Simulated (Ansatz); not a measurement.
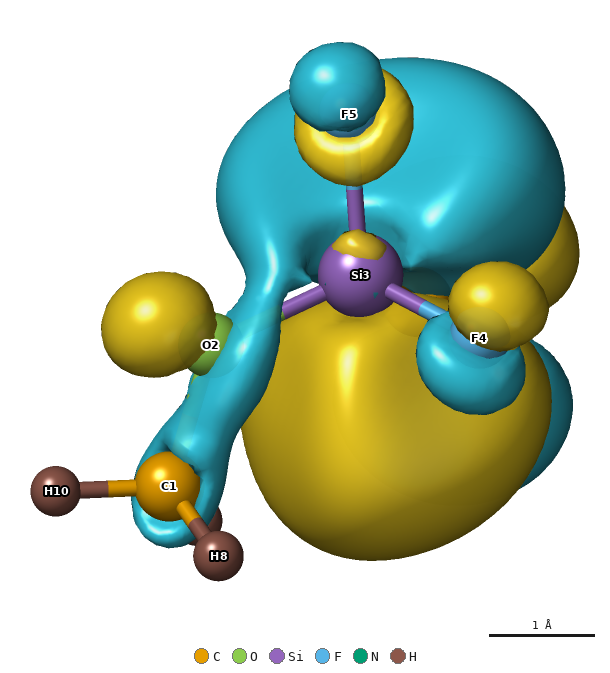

The picture shows: C$_{2}$H$_{3}$F$_{2}$NOSi (SMILES CO[Si](F)(F)C#N). The LUMO at ±0.06 Å⁻³ᐟ² (yellow and cyan are the two phases), seen at an oblique angle.

Geometry: PBE0-D4/def2-TZVP.

These are results of RKS PBE0-D4/def2-TZVPP (Ansatz 0.2.0), not measurements.

```yaml
atoms:
  - { symbol: C, position_ang: [0.5153, -1.1398, 1.0169] }
  - { symbol: O, position_ang: [0.7016, -0.6446, -0.3000] }
  - { symbol: Si, position_ang: [-0.2279, 0.3514, -1.1261] }
  - { symbol: F, position_ang: [-1.6496, -0.2448, -1.4374] }
  - { symbol: F, position_ang: [0.4799, 0.6945, -2.4799] }
  - { symbol: C, position_ang: [-0.5096, 1.9063, -0.1924] }
  - { symbol: N, position_ang: [-0.6665, 2.8485, 0.4491] }
  - { symbol: H, position_ang: [-0.3138, -1.8500, 1.0448] }
  - { symbol: H, position_ang: [0.3210, -0.3244, 1.7186] }
  - { symbol: H, position_ang: [1.4327, -1.6483, 1.3093] }
```

### What is the character of this orbital?

By Hirshfeld shares it lies mainly on N7 (about 30 %), C6 (about 30 %) and Si3 (about 25 %); π-antibonding (π*) across N7–C6. Its energy is −0.98 eV.
